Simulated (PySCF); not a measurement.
# doublet BCl−: levels of theory compared

Aim: a comparison of 6 runs (U-revPBE/def2-TZVPPD, UBHLYP/def2-TZVPPD, UM06-2X/def2-TZVPPD, UM06-L/def2-TZVPPD, USCS-MP2/def2-TZVPPD, UCCSD(T)/def2-TZVPPD) of doublet BCl−. 

The calculation is run with PySCF 2.14.0.

2 further runs of the same task are left out: 2 set aside as unsound or not needed.

**1. The system as given**

BCl−: 2 atoms, total charge -1, spin state doublet. SMILES of the parent species: `[B]Cl`. Geometry: relaxed at PBE0-D4/def2-TZVP. That shape belongs to the parent species and isn't relaxed for this state.

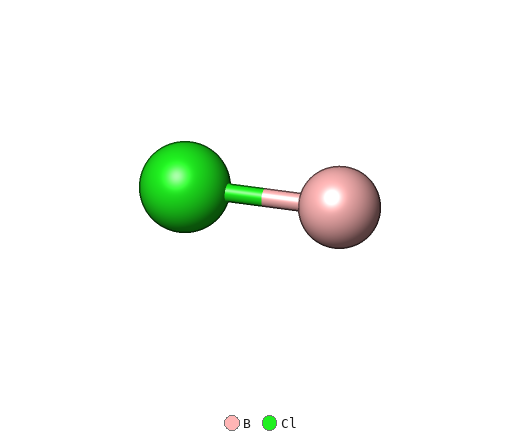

Viewed from a chosen angle; boron pink, chlorine green.

**2. The energy at U-revPBE/def2-TZVPPD (run 1)**

Input file input.py:

```python
from pyscf import gto, dft

molecule = gto.M(
    atom='''
B    0.000000   0.000000  -0.069660
Cl   0.000000   0.000000   1.648190
''',
    charge=-1,
    spin=1,
    max_memory=1860,
    basis='def2-tzvppd',
    verbose=3,
)

mf = dft.UKS(molecule, xc='revpbe')
mf.grids.level = 5
mf.conv_tol = 1e-10
mf.kernel()
if not mf.converged:
    mf = mf.newton().run(mf.mo_coeff, mf.mo_occ)

etot = mf.e_tot
print('Final energy', etot)
```

Started as:

```bash
$ OMP_NUM_THREADS=1 python input.py
```

The program printed:

```text
WARN: HOMO -0.10252737954697 >= LUMO -0.102527379546974

converged SCF energy = -484.907043083937  <S^2> = 0.75631437  2S+1 = 2.0063044
Final energy -484.9070430839365
```

It took 9.3 s on 1 thread of Arm Neoverse V2, shared host; peak memory 0.41 GiB.

**3. The energy at UBHLYP/def2-TZVPPD (run 2)**

Input file job.py:

```python
from pyscf import gto, dft

system = gto.Mole()
system.atom = '''
B      0.000000     0.000000    -0.131638
Cl     0.000000     0.000000     3.114628
'''
system.max_memory = 1860
system.unit = 'bohr'
system.spin = 1
system.basis = 'def2-tzvppd'
system.verbose = 3
system.charge = -1
system.build()

mf = dft.UKS(system, xc='bhandhlyp')
mf.grids.level = 5
mf.conv_tol = 1e-10
mf.kernel()
if not mf.converged:
    mf = mf.newton().run(mf.mo_coeff, mf.mo_occ)

e_final = mf.e_tot
print('E(%s) = %.9f' % ('BHLYP', e_final))
```

Started as:

```bash
$ OMP_NUM_THREADS=1 python job.py
```

The program printed:

```text
WARN: HOMO -0.0447411321603422 >= LUMO -0.0447411321603426

converged SCF energy = -484.980649059901  <S^2> = 0.75933458  2S+1 = 2.0093129
E(BHLYP) = -484.980649060
```

Run time: 9.9 s. Hardware: 1 thread of Arm Neoverse V2, shared host; peak memory 0.41 GiB.

Runs 3 to 4 aren't shown in full; the table further down has their settings and results.

**4. The energy at USCS-MP2/def2-TZVPPD (run 5)**

Input file input.py:

```python
from pyscf import gto, mp

mol = gto.Mole()
mol.atom = '''
B      0.000000     0.000000    -0.131638
Cl     0.000000     0.000000     3.114628
'''
mol.charge = -1
mol.basis = 'def2-tzvppd'
mol.verbose = 3
mol.unit = 'bohr'
mol.spin = 1
mol.max_memory = 1860
mol.build()

mf = mol.UHF()
mf.conv_tol = 1e-10
mf.kernel()
if not mf.converged:
    mf = mf.newton().run(mf.mo_coeff, mf.mo_occ)

pt = mp.MP2(mf, frozen=6).run()
etot = mf.e_tot + 1.2 * pt.e_corr_os + pt.e_corr_ss / 3
print(f'total energy: {etot:.8f} hartree')
```

Started as:

```bash
$ OMP_NUM_THREADS=1 python input.py
```

The program printed:

```text
converged SCF energy = -484.120328718219  <S^2> = 0.77436525  2S+1 = 2.0242186
E(UMP2) = -484.394116400855  E_corr = -0.273787682635704
E(SCS-UMP2) = -484.390601176221  E_corr = -0.270272458002294
total energy: -484.39060118 hartree
```

Run time: 2.4 s. Hardware: 1 thread of Arm Neoverse V2, shared host; peak memory 0.19 GiB.

**5. The energy at UCCSD(T)/def2-TZVPPD (run 6)**

Input file input.py:

```python
from pyscf import gto, scf, cc

molecule = gto.Mole()
molecule.atom = '''
B    0.000000   0.000000  -0.069660
Cl   0.000000   0.000000   1.648190
'''
molecule.max_memory = 1860
molecule.basis = 'def2-tzvppd'
molecule.charge = -1
molecule.verbose = 4
molecule.spin = 1
molecule.build()

mf = scf.UHF(molecule)
mf.conv_tol = 1e-10
mf.kernel()
if not mf.converged:
    mf = mf.newton().run(mf.mo_coeff, mf.mo_occ)

mycc = cc.CCSD(mf, frozen=6)
mycc.kernel()
e_t = mycc.ccsd_t()
energy = mycc.e_tot + e_t
print(f'total energy: {energy:.8f} hartree')
```

Started as:

```bash
$ OMP_NUM_THREADS=1 python input.py
```

The program printed:

```text
PySCF version 2.14.0

[INPUT] num. atoms = 2
[INPUT] num. electrons = 23
[INPUT] charge = -1
[INPUT] spin (= nelec alpha-beta = 2S) = 1
[INPUT] symmetry False subgroup None
[INPUT] Mole.unit = angstrom
[INPUT] Symbol           X                Y                Z      unit          X                Y                Z       unit  Magmom
[INPUT]  1 B      0.000000000000   0.000000000000  -0.069660000000 AA    0.000000000000   0.000000000000  -0.131638321837 Bohr   0.0
[INPUT]  2 Cl     0.000000000000   0.000000000000   1.648190000000 AA    0.000000000000   0.000000000000   3.114627701247 Bohr   0.0

nuclear repulsion = 26.183929288471
number of shells = 30
number of NR pGTOs = 124
number of NR cGTOs = 88
basis = def2-tzvppd
ecp = {}

[... 18 lines left out ...]
[... the frontier-level lines of each cycle are left out ...]
[... 64 lines left out ...]
converged SCF energy = -484.120328719533  <S^2> = 0.77436525  2S+1 = 2.0242186
[... 12 lines left out ...]
Init t2, MP2 energy = -0.273787683652471
[... 18 lines left out ...]
UCCSD converged
[... 2 lines left out ...]
total energy: -484.43703477 hartree
```

Wall time 50 s (1 thread of Arm Neoverse V2, shared host); peak memory 2.1 GiB.

**6. The series**

```
run                 level  integration grid  frozen core orbitals  energy (Eh)  HOMO energy (eV)  LUMO energy (eV)   ⟨S²⟩  wall time
  1  U-revPBE/def2-TZVPPD                 5                     –  -484.907043              3.14              3.31  0.756      9.3 s
  2    UBHLYP/def2-TZVPPD                 5                     –  -484.980649              1.36              4.06  0.759      9.9 s
  3   UM06-2X/def2-TZVPPD                 5                     –  -484.968693              1.47              3.69  0.756       23 s
  4    UM06-L/def2-TZVPPD                 5                     –  -484.978477              3.19              3.68  0.759       23 s
  5  USCS-MP2/def2-TZVPPD                 –                     6  -484.390601             -0.36              4.74  0.774      2.4 s
  6  UCCSD(T)/def2-TZVPPD                 –                     6  -484.437035             -0.36              4.74  0.774       50 s
```

**7. Outcome**

| quantity | value |
| --- | --- |
| run 6: total energy | -484.43703 Eh |
| run 6: HOMO energy (Hartree–Fock orbitals) (highest over α and β) | -0.36 eV |
| run 6: LUMO energy (Hartree–Fock orbitals) (lowest over α and β) | 4.74 eV |
| run 6: correlation energy (6 core orbitals frozen) | -316.7 mEh |
| run 6: (T) correction | -14.57 mEh |
| run 6: ⟨S²⟩ of the reference determinant | 0.774 |
| run 6: T1 diagnostic | 0.019 |

What this shows: Totals of different functionals can't be ranked against each other. In runs 1, 2, 3, 4 the HOMO lies above zero, so the outermost electron may be held by the basis alone. All runs together took 2 min, the longest 50 s.
